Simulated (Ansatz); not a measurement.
**Si2H6O3: one species, many methods**

How much do the methods differ for Si2H6O3? The plan is to run it at one geometry with functionals of several rungs and with coupled cluster. The yardstick is the atomisation energy at the CCSD(T) limit.

Computed with Ansatz 0.2.0, Gaussian basis. Level: functionals in def2-TZVPP, the program's frozen cores in correlated methods.

Plan: PBE-D4, r2SCAN-D4, PBE0-D4, B3LYP-D4, ωB97X-V, ωB97M-V, B2PLYP; CCSD(T)/def2-TZVPP; MP2/def2-QZVPP; extrapolation to the limit.

### Step 1. The relaxed structure

An earlier PBE0-D4 in a triple-zeta def2 set relaxation fixed the geometry.

SMILES `O[SiH2][SiH](O)O`, 11 atoms, charge 0, spin multiplicity 1.

Atoms are counted from 1 here; the program's logs count them from 0.

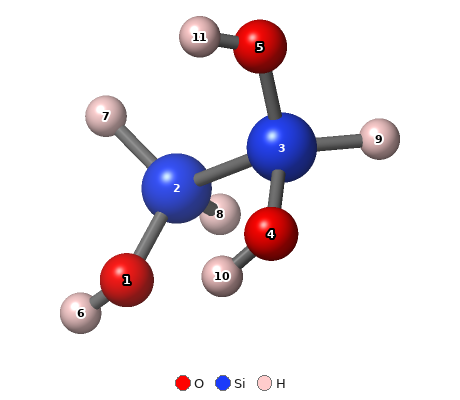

The structure; oxygen red, silicon blue, hydrogen pink; atoms are numbered from 1 in the order of the file.

As a file:

```xyz
11
H6O3Si2
O    -1.5200   -0.1603   -1.2079
Si   -1.2011   -0.1424    0.4301
Si    1.0726    0.4864    0.3899
O     1.3190    0.8295   -1.2004
O     2.0836   -0.6790    0.9554
H    -2.4084   -0.3671   -1.5012
H    -1.4597   -1.4878    1.0245
H    -2.1047    0.8152    1.1325
H     1.4181    1.6644    1.2163
H     0.5770    0.6113   -1.7734
H     2.0489   -1.5431    0.5424
```

### Step 2. PBE-D4 (GGA)

Contents of in.yaml:

```yaml
crystal:
  periodic: [false, false, false]
  atoms:
    - {symbol: O, position_ang: [-1.520010, -0.160349, -1.207925]}
    - {symbol: Si, position_ang: [-1.201128, -0.142421, 0.430073]}
    - {symbol: Si, position_ang: [1.072593, 0.486382, 0.389939]}
    - {symbol: O, position_ang: [1.319000, 0.829485, -1.200438]}
    - {symbol: O, position_ang: [2.083618, -0.679019, 0.955366]}
    - {symbol: H, position_ang: [-2.408444, -0.367134, -1.501205]}
    - {symbol: H, position_ang: [-1.459668, -1.487751, 1.024491]}
    - {symbol: H, position_ang: [-2.104711, 0.815158, 1.132487]}
    - {symbol: H, position_ang: [1.418121, 1.664353, 1.216255]}
    - {symbol: H, position_ang: [0.577018, 0.611320, -1.773357]}
    - {symbol: H, position_ang: [2.048911, -1.543124, 0.542416]}
basis:
  gaussian: {orbitals: def2-TZVPP}
hamiltonian: {xc: pbe, dispersion: d4}
output: {forces: true, orbitals: {seedname: orbitals}}
```

Started as:

```sh
> ansatz run in.yaml --threads 4 --pin off --events-out ev --progress --plain --max-ram 10444MiB
```

The runs that follow: r2SCAN-D4 (meta-GGA); PBE0-D4 (hybrid); B3LYP-D4 (hybrid); ωB97X-V (range-separated); ωB97M-V (range-separated); B2PLYP (double hybrid); CCSD(T) in def2-TZVPP; MP2 in def2-QZVPP.

**Question.** What will the summary of the whole plan be? Wanted: atomisation energy, CCSD(T)/CBS; farthest; mean size of error, hybrid; mean size of error, range-separated; gap, smallest and largest; T1 diagnostic; triples share of the correlation energy.

The runs gave:

```
                               quantity                                 value
        atomisation energy, CCSD(T)/CBS                         4000.1 kJ/mol
 functionals within 20.0 kJ/mol (0.5 %)                       PBE-D4, ωB97X-V
                               farthest                PBE0-D4 (-90.4 kJ/mol)
             mean size of error, hybrid                           69.8 kJ/mol
    mean size of error, range-separated                           16.1 kJ/mol
              gap, smallest and largest  4.92 eV (PBE-D4), 11.34 eV (ωB97X-V)
                          T1 diagnostic                                0.0125
triples share of the correlation energy                                 3.4 %
```

In words: PBE-D4 is off by -9.6 kJ/mol. Double hybrids carry the basis error of their MP2 part in triple zeta, and no dispersion term here, so their miss is partly the set-up's. The reference freezes the cores and leaves out relativity and excitations past (T), so misses under about 20.0 kJ/mol can't be ranked. Hartree-Fock recovers 71 % of the binding; the rest is correlation. The gap grows from 4.9 to 11.3 eV across the functionals, mostly with the share of exact exchange.
